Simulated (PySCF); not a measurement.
# C5H4NOPS: magnetic properties

Wanted: magnetic properties for C5H4NOPS (`COc1pc(C#N)cs1`).

Programs: PySCF 2.14.0, with routines of our own; each step states its level. All values are computed. Atoms count from 0.

## Step 1: The system as given

13 atoms, charge 0, multiplicity 1; geometry from: GFN2-xTB.

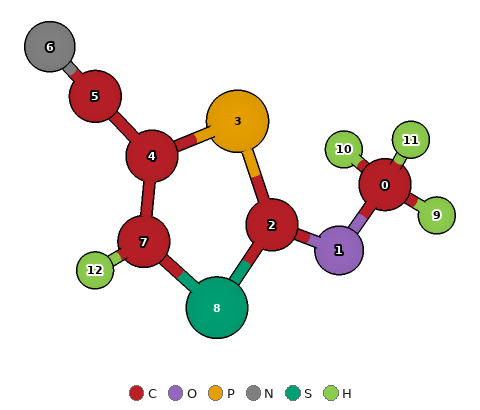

The starting geometry (carbon red, oxygen purple, phosphorus amber, nitrogen grey, sulfur teal, hydrogen green).

## Step 2: Magnetic properties: GIAO BHandHLYP/pcSseg-1

Job settings and geometry (Å):

```
{"job": {"kind": "mag", "xc": "BHandHLYP", "basis": "pcSseg-1", "isotopologues": 0}, "charge": 0, "multiplicity": 1}
C      2.726905     0.071863     0.014053
O      1.766980    -0.920861     0.287507
C      0.492863    -0.576050     0.036981
P     -0.066574     0.936054    -0.574774
C     -1.765121     0.381510    -0.531675
C     -2.801600     1.236780    -0.945781
N     -3.633468     1.949307    -1.285824
C     -2.012881    -0.882489    -0.089161
S     -0.663881    -1.824066     0.387815
H      3.692680    -0.356510     0.272527
H      2.707446     0.348655    -1.045709
H      2.539412     0.968663     0.614618
H     -2.987151    -1.332372    -0.019553
```

Method: GIAO BHandHLYP/pcSseg-1 magnetisability, rotational g tensor and spin-rotation constants, non-relativistic, gas phase.

On the command line:

```
$ OMP_NUM_THREADS=1 python excited_run.py task.json out
```

The driver reads the jobs from task.json and runs them one after another.

What it wrote:

```text
coarse grid: 13312 points
cycle   1  E = -1061.9789448948  dE =  1.962e+00  |g| = 6.428e-01  |ddm| = 3.836e+00
cycle   2  E = -1061.8983288566  dE =  8.062e-02  |g| = 9.301e-01  |ddm| = 1.308e+00
cycle   3  E = -1062.0796313505  dE = -1.813e-01  |g| = 1.081e-01  |ddm| = 8.665e-01
cycle   4  E = -1062.0807853962  dE = -1.154e-03  |g| = 8.689e-02  |ddm| = 1.455e-01
cycle   5  E = -1062.0824860272  dE = -1.701e-03  |g| = 1.288e-02  |ddm| = 8.753e-02
cycle   6  E = -1062.0825217413  dE = -3.571e-05  |g| = 6.589e-03  |ddm| = 2.018e-02
cycle   7  E = -1062.0825321203  dE = -1.038e-05  |g| = 1.546e-03  |ddm| = 7.050e-03
cycle   8  E = -1062.0825327756  dE = -6.553e-07  |g| = 5.006e-04  |ddm| = 2.391e-03
final grid: 123400 points
cycle   9  E = -1062.1339108446  dE = -1.368e-05  |g| = 2.597e-03  |ddm| = 1.196e-02
cycle  10  E = -1062.1339107059  dE =  1.387e-07  |g| = 2.715e-03  |ddm| = 4.182e-03
cycle  11  E = -1062.1339122460  dE = -1.540e-06  |g| = 5.820e-04  |ddm| = 2.618e-03
cycle  12  E = -1062.1339123115  dE = -6.545e-08  |g| = 2.355e-04  |ddm| = 6.227e-04
cycle  13  E = -1062.1339123230  dE = -1.154e-08  |g| = 7.010e-05  |ddm| = 2.476e-04
cycle  14  E = -1062.1339123241  dE = -1.110e-09  |g| = 2.337e-05  |ddm| = 6.854e-05
cycle  15  E = -1062.1339123243  dE = -1.262e-10  |g| = 6.207e-06  |ddm| = 2.883e-05
converged SCF energy = -1062.1339123243

Magnetisability tensor (1e-30 J/T^2)
    -1283.79       13.81       54.01
       13.81    -1348.34     -202.71
       54.01     -202.71    -1820.04
isotropic -1484.06   principal values   -1900.16  -1282.44  -1269.56
isotropic susceptibility -89.372 1e-6 cm^3/mol

Inertial axes            a          b          c
rot. const./GHz      2.3968     0.8570     0.6338
chi total           -76.685    -77.000   -114.431
chi diamagnetic    -592.955  -1451.659  -1910.562
chi paramagnetic    516.269   1374.660   1796.132
quadrupole/D A      -13.424     11.538      1.886
g nuclear            0.5383     0.5323     0.5320
g electronic        -0.5813    -0.5535    -0.5348
g total             -0.0430    -0.0212    -0.0028

Spin-rotation constants (kHz, H = +C I.J)
atom  isotope        aa         bb         cc
  3    31P        5.952      1.724      0.833
  6    14N        0.165      0.172      0.149
  9     1H        0.156     -0.097     -0.066
 10     1H       -0.195     -0.064     -0.006
 11     1H       -0.193     -0.063     -0.007
 12     1H        0.001      0.009     -0.073
  0    13C*       0.557      0.131      0.148
  1    17O*      -0.422     -0.259     -0.029
  2    13C*       1.470      0.463      0.168
  4    13C*       1.158      0.272      0.090
  5    13C*       0.065      0.346      0.290
  7    13C*       1.167      0.316      0.101
  8    33S*       1.067      0.333      0.209
* in the singly substituted isotopologue
```

Run time: 61 s. Hardware: 1 thread of Arm Neoverse N1, shared host; peak memory 0.84 GiB.

In short:

```csv
quantity,value
magnetisability,-1484·10⁻³⁰ J/T²
molar susceptibility,-89.4·10⁻⁶ cm³/mol
"rotational g (a, b, c)","-0.0430, -0.0212, -0.0028"
```

The fields below are evaluated on a grid from the run's orbitals.

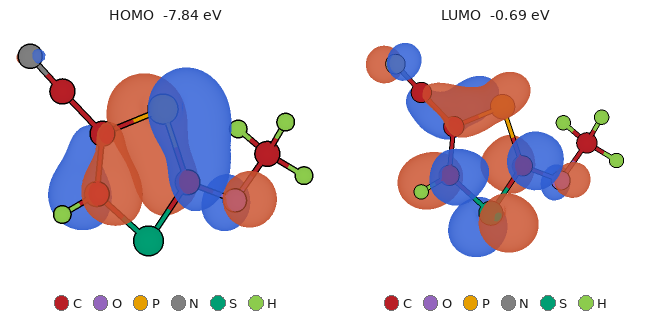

BHandHLYP/pcSseg-1 orbitals near the gap, drawn at the value that encloses 70 % of each; the two colours are the two signs.

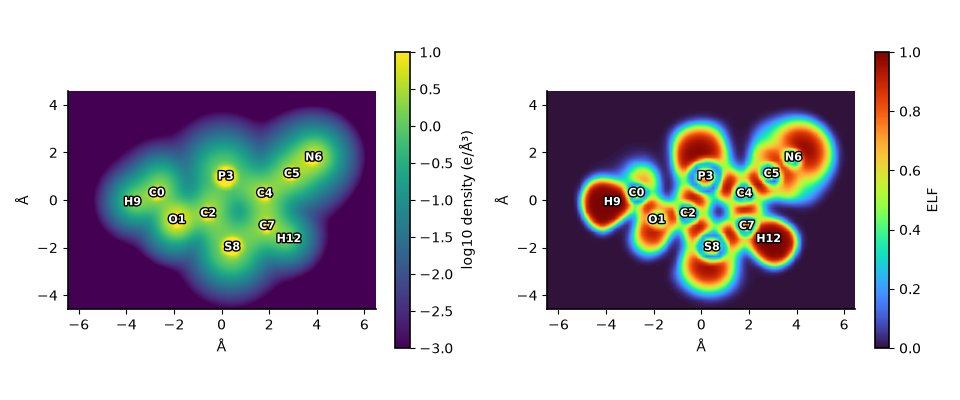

Density (left) and ELF (right) in a plane through or near 11 of the atoms.

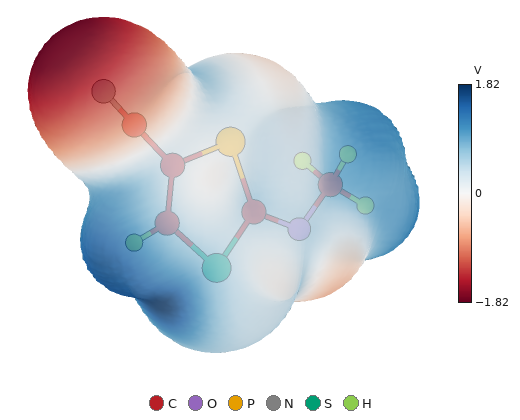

The potential that a unit positive charge feels on the 0.002 e/bohr³ surface, from -1.82 V near N6 to 1.59 V near H12.

## Step 3: Magnetic properties: GIAO LDA/6-31G*

Settings changed since step 2:

```diff
@@ -1,2 +1,2 @@
-{"job": {"kind": "mag", "xc": "BHandHLYP", "basis": "pcSseg-1", "isotopologues": 0}, "charge": 0, "multiplicity": 1}
+{"job": {"kind": "mag", "xc": "LDA", "basis": "6-31G*"}, "charge": 0, "multiplicity": 1}
 C      2.726905     0.071863     0.014053
```

With the program's defaults for keys left out, this is: GIAO LDA/6-31G* magnetisability, rotational g tensor and spin-rotation constants, non-relativistic, gas phase.

What it wrote:

```text
coarse grid: 13312 points
cycle   1  E = -1057.0130621909  dE =  1.469e+00  |g| = 6.466e-01  |ddm| = 4.403e+00
cycle   2  E = -1056.5168122323  dE =  4.962e-01  |g| = 1.593e+00  |ddm| = 2.338e+00
cycle   3  E = -1057.0740917174  dE = -5.573e-01  |g| = 3.743e-01  |ddm| = 1.835e+00
cycle   4  E = -1057.1023409488  dE = -2.825e-02  |g| = 1.861e-01  |ddm| = 5.595e-01
cycle   5  E = -1057.1113137317  dE = -8.973e-03  |g| = 5.581e-02  |ddm| = 2.474e-01
cycle   6  E = -1057.1119329289  dE = -6.192e-04  |g| = 2.629e-02  |ddm| = 8.257e-02
cycle   7  E = -1057.1121146790  dE = -1.818e-04  |g| = 8.728e-03  |ddm| = 3.739e-02
cycle   8  E = -1057.1121312150  dE = -1.654e-05  |g| = 4.175e-03  |ddm| = 1.322e-02
cycle   9  E = -1057.1121358557  dE = -4.641e-06  |g| = 8.632e-04  |ddm| = 5.297e-03
final grid: 123400 points
cycle  10  E = -1057.0162199913  dE = -1.639e-05  |g| = 5.156e-03  |ddm| = 2.193e-02
cycle  11  E = -1057.0161947656  dE =  2.523e-05  |g| = 1.142e-02  |ddm| = 1.440e-02
cycle  12  E = -1057.0162233003  dE = -2.853e-05  |g| = 3.865e-03  |ddm| = 1.244e-02
cycle  13  E = -1057.0162266443  dE = -3.344e-06  |g| = 4.910e-04  |ddm| = 3.325e-03
cycle  14  E = -1057.0162266826  dE = -3.827e-08  |g| = 3.727e-04  |ddm| = 9.332e-04
cycle  15  E = -1057.0162267171  dE = -3.455e-08  |g| = 6.947e-05  |ddm| = 4.116e-04
cycle  16  E = -1057.0162267183  dE = -1.166e-09  |g| = 3.395e-05  |ddm| = 1.209e-04
cycle  17  E = -1057.0162267186  dE = -3.433e-10  |g| = 9.282e-06  |ddm| = 5.170e-05
converged SCF energy = -1057.0162267186

Magnetisability tensor (1e-30 J/T^2)
    -1205.58        4.37       58.33
        4.37    -1295.32     -197.53
       58.33     -197.53    -1752.09
isotropic -1417.66   principal values   -1830.72  -1230.50  -1191.77
isotropic susceptibility -85.374 1e-6 cm^3/mol

Inertial axes            a          b          c
rot. const./GHz      2.3968     0.8570     0.6338
chi total           -71.779    -74.093   -110.249
chi diamagnetic    -590.461  -1446.272  -1906.311
chi paramagnetic    518.682   1372.178   1796.062
quadrupole/D A      -10.790      9.256      1.534
g nuclear            0.5383     0.5323     0.5320
g electronic        -0.5840    -0.5525    -0.5348
g total             -0.0458    -0.0202    -0.0028

Spin-rotation constants (kHz, H = +C I.J)
atom  isotope        aa         bb         cc
  3    31P        5.318      1.564      0.806
  6    14N        0.155      0.152      0.131
  9     1H        0.158     -0.100     -0.068
 10     1H       -0.198     -0.064     -0.006
 11     1H       -0.196     -0.064     -0.007
 12     1H       -0.012      0.004     -0.074
  0    13C*       0.531      0.120      0.142
  1    17O*      -0.434     -0.252     -0.032
  2    13C*       1.193      0.405      0.169
  4    13C*       0.971      0.258      0.092
  5    13C*       0.114      0.301      0.250
  7    13C*       0.987      0.281      0.099
  8    33S*       0.988      0.312      0.213
* in the singly substituted isotopologue
```

Run time: 42 s. Hardware: 1 thread of Arm Neoverse N1, shared host; peak memory 0.52 GiB.

In short:

```csv
quantity,value
magnetisability,-1418·10⁻³⁰ J/T²
molar susceptibility,-85.4·10⁻⁶ cm³/mol
"rotational g (a, b, c)","-0.0458, -0.0202, -0.0028"
```

## Step 4: Magnetic properties side by side

```csv
level,ξ (10⁻³⁰ J/T²),g(a),g(b),gap (eV),functions,time
GIAO BHandHLYP/pcSseg-1,-1484,-0.0430,-0.0212,7.15,187,61 s
GIAO LDA/6-31G*,-1418,-0.0458,-0.0202,3.58,142,42 s
```

## Step 5: Results

| quantity | value |
| --- | --- |
| magnetisability (step 2, GIAO BHandHLYP/pcSseg-1) | -1484·10⁻³⁰ J/T² |
| molar susceptibility (step 2, GIAO BHandHLYP/pcSseg-1) | -89.4·10⁻⁶ cm³/mol |
| rotational g (a, b, c) (step 2, GIAO BHandHLYP/pcSseg-1) | -0.0430, -0.0212, -0.0028 |
| surface potential | -1.82 V near N6 to 1.59 V near H12 |
| magnetisability over the levels | -1484 to -1418·10⁻³⁰ J/T² |

**Reading.** At BHandHLYP/pcSseg-1, counted by nearest atom on the grid, the HOMO lies on P3 34 %, C2 23 %, the LUMO on C2 21 %, C7 20 %. The magnetisability spreads by 4.6 % over 2 levels, from GIAO BHandHLYP/pcSseg-1 (61 s) to GIAO LDA/6-31G* (42 s); the runs took 42 s to 61 s. Vibrational averaging and real surroundings are missing from these values.
